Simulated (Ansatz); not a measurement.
# AlClF3 (charge −1): what the fields show

```yaml
atoms:
  - { symbol: Cl, position_ang: [-0.3949, 0.1587, -2.0235] }
  - { symbol: F, position_ang: [1.4320, -0.8996, 0.3167] }
  - { symbol: Al, position_ang: [0.0211, -0.0085, 0.1079] }
  - { symbol: F, position_ang: [-1.2704, -0.7865, 0.8530] }
  - { symbol: F, position_ang: [0.2124, 1.5359, 0.7458] }
```

Geometry: PBE0-D4/def2-TZVPD.

All numbers below come from RKS PBE0-D4/def2-TZVPPD in Ansatz 0.2.0.

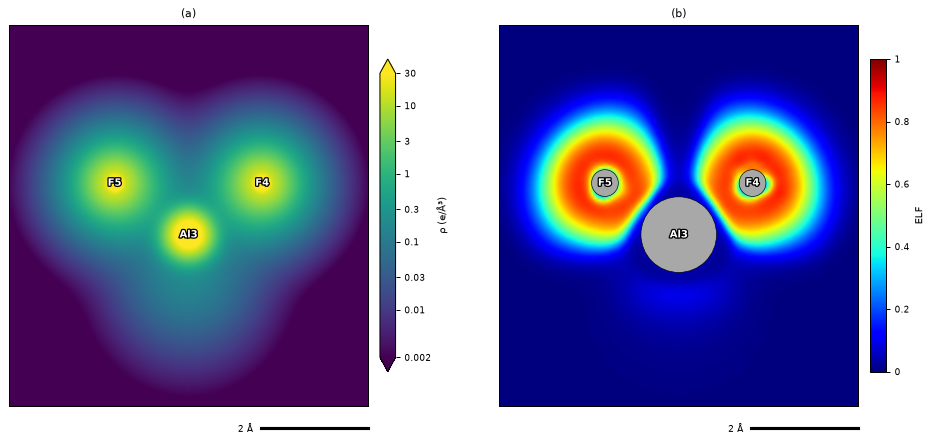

Figure 1. (a) total electron density; (b) ELF on the plane of atoms F4, Al3 and F5. Grey discs cover the atomic cores in the ELF map.

Question: Interpret the plot.

Answer:
- The section cuts through Al and F sites.
- Al–F (1.68 Å): ρ is about 0.85 e/Å³ halfway; the ELF peaks at about 0.85 in the valence shell of F, 0.5 Å from its nucleus, and is about 0.40 at the midpoint.
- The ELF also peaks beside F4 and F5, away from the bonds: lone-pair regions.

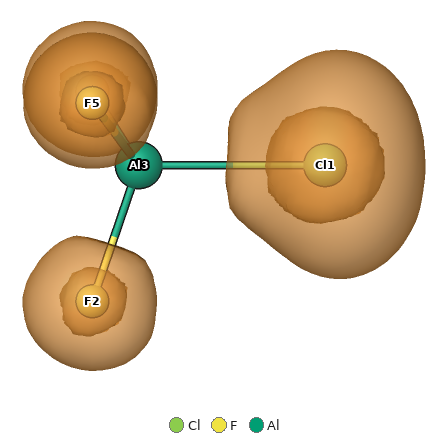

Figure 2. Isosurface of the ELF at 0.75 (orange), seen from one side. Core shells and regions of very low density are left out.

Question: Describe the localisation domains.

Answer: The ELF exceeds this value in one region on Cl in which the atom's valence shell and bonds are merged and three regions wrapped around F (the valence shell of each).


 Al–Cl (2.18 Å): the ELF peaks at about 0.90 in the valence shell of Cl, 0.8 Å from its nucleus, and is about 0.85 at the midpoint.

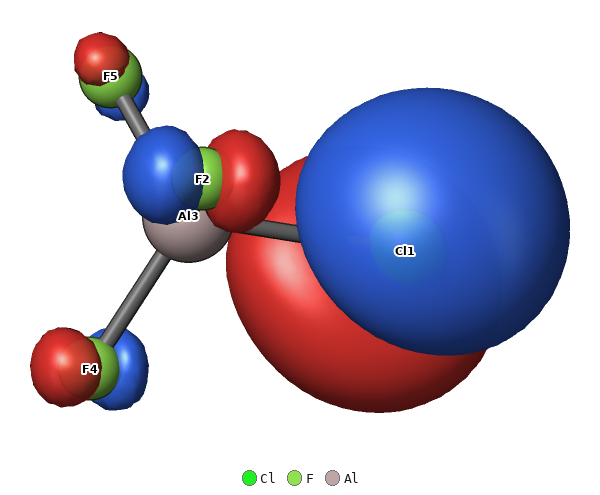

Figure 3. The HOMO at ±0.1 Å⁻³ᐟ² (red and blue are the two phases), seen at a tilt.

Question: What is the character of this orbital?

Answer: By Hirshfeld shares it lies mainly on Cl1 (about 90 %); largely a lone pair of Cl1. It is one of a degenerate set, so its orientation is arbitrary. Its energy is −4.28 eV.
